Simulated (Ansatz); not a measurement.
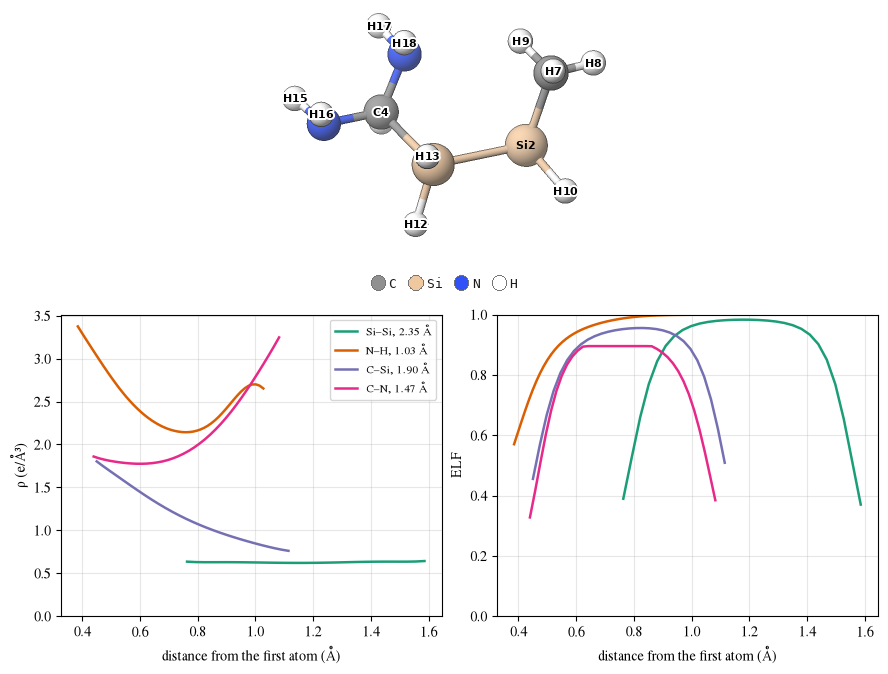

The picture shows: C₂H₁₂N₂Si₂ (SMILES C[SiH2][SiH2]C(N)N). Total electron density and ELF along straight lines between neighbouring atoms. The curves leave out the atomic cores. The structure is drawn too.

Level of theory: Ansatz 0.2.0, RKS PBE-D4/6-31G*.

```yaml
atoms:
  - { symbol: C, position_ang: [0.5256, -2.3717, -1.1039] }
  - { symbol: Si, position_ang: [1.6969, -0.8906, -0.9226] }
  - { symbol: Si, position_ang: [0.5257, 1.1200, -0.6050] }
  - { symbol: C, position_ang: [-0.4603, 1.0694, 1.0520] }
  - { symbol: N, position_ang: [-1.2182, 2.3173, 1.1937] }
  - { symbol: N, position_ang: [-1.1694, -0.2243, 1.1373] }
  - { symbol: H, position_ang: [-0.0899, -2.2782, -2.0144] }
  - { symbol: H, position_ang: [1.0854, -3.3201, -1.1609] }
  - { symbol: H, position_ang: [-0.1446, -2.3977, -0.2290] }
  - { symbol: H, position_ang: [2.5919, -0.7717, -2.1303] }
  - { symbol: H, position_ang: [2.6054, -1.0927, 0.2622] }
  - { symbol: H, position_ang: [1.4284, 2.3205, -0.6290] }
  - { symbol: H, position_ang: [-0.4981, 1.3127, -1.7015] }
  - { symbol: H, position_ang: [0.2943, 1.0615, 1.8608] }
  - { symbol: H, position_ang: [-1.6975, 2.3502, 2.1044] }
  - { symbol: H, position_ang: [-1.9521, 2.3630, 0.4763] }
  - { symbol: H, position_ang: [-1.6559, -0.2992, 2.0420] }
  - { symbol: H, position_ang: [-1.9051, -0.2571, 0.4197] }
```

Compare the contacts.

Answer. Si–Si (2.35 Å): ρ at the midpoint is about 0.62 e/Å³; the ELF peaks at about 1 between the atoms (a shared electron pair).
N–H (1.03 Å): ρ is about 2.7 e/Å³ halfway; the ELF climbs to about 1 towards the hydrogen, as it does in any bond to H; an ordinary covalent bond to hydrogen.
C–Si (1.90 Å): the density is about 0.9 e/Å³ at the midpoint; the ELF peaks at about 0.95 between the atoms; a covalent bond.
C–N (1.47 Å): ρ at the midpoint is about 1.9 e/Å³; the ELF peaks at about 0.90 between the atoms, as expected for a shared electron pair.
